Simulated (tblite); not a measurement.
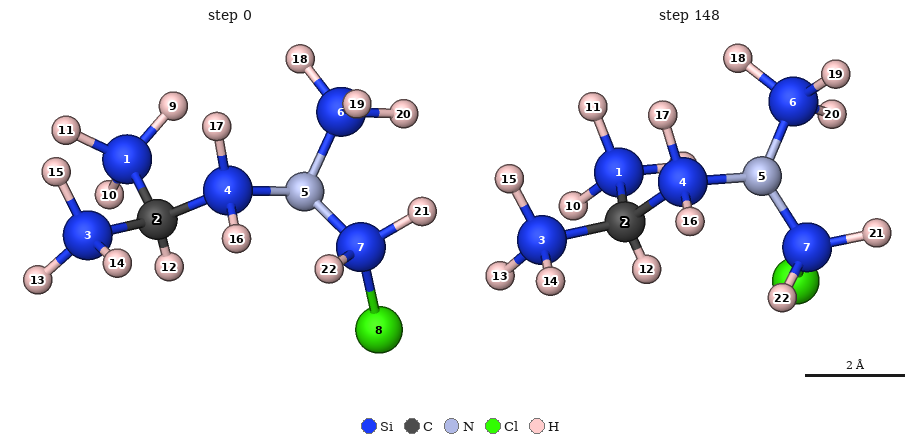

The structure of CH₁₄ClNSi₅ before (left) and after (right) a relaxation, at one scale.

A ball-and-stick model, seen at a tilt.

Theory: GFN2-xTB geometry optimisation, gas phase in tblite. 

### Summarise the run.

The energy falls by 29.6 kcal/mol in 148 geometry steps. The largest move after the best rigid fit is that of H9, 1.63 Å. Largest moves by element: H 1.63 Å, Cl 1.61 Å, N 0.87 Å, Si 0.70 Å, C 0.41 Å. Near-neighbour distances that change, for instance: Si7–Cl8 2.083 → 2.007 Å, Si1–C2 1.833 → 1.905 Å, N5–Si7 1.797 → 1.727 Å, N5–Si6 1.794 → 1.743 Å. Among the angles between lasting bonds that change: Si6–N5–Si7 104.7° → 119.5°, Si4–N5–Si6 107.2° → 121.7°, Si4–N5–Si7 110.1° → 118.6°. Groups turn about Si1–C2 by about 50°.
